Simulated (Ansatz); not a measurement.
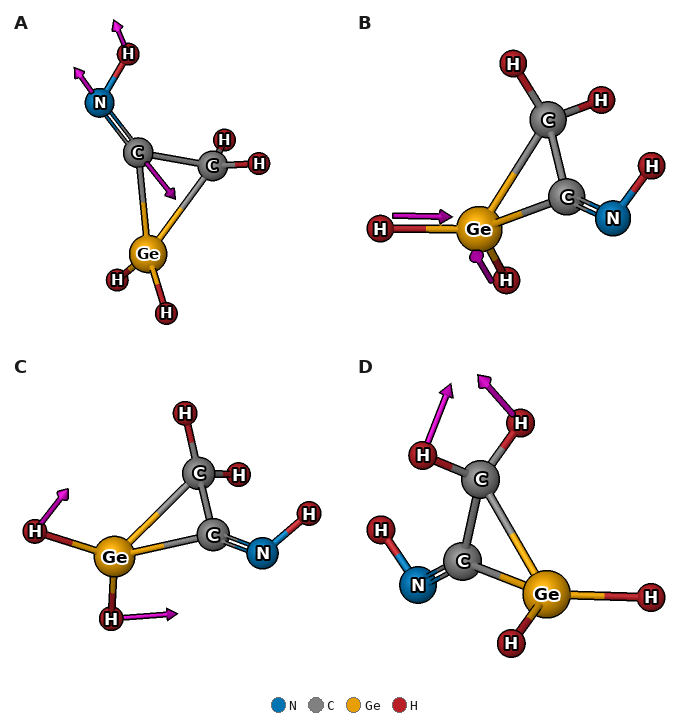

4 normal modes of one molecule or complex, as arrows. Harmonic vibrations computed with RKS PBE0-D4/def2-TZVP (Ansatz 0.2.0) at a stationary point of the same level.

Question: Match the panels to the wavenumbers 820 cm⁻¹, 1379 cm⁻¹, 1790 cm⁻¹, 2183 cm⁻¹.

Answer: A: 1790 cm⁻¹
B: 2183 cm⁻¹, in-phase stretching of 2 Ge–H bonds
C: 820 cm⁻¹, angle bending
D: 1379 cm⁻¹, angle bending
